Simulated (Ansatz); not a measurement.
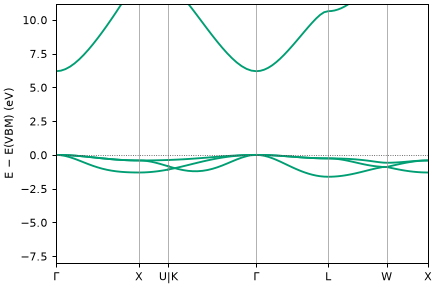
Figure. Band structure from PBEsol (plane waves, PAW; program Ansatz)

Task: Read off the gap and where the band edges lie.

Result: About 6.2 eV (6.20 eV by a search for the band edges); maximum at Γ, minimum at Γ.

The material is NaF (rock salt, Fm-3m).

The PBEsol relaxation kept the symmetry of its start; phonons on a q-mesh show no instability.

Potentials: the later of the program's two PAW sets.
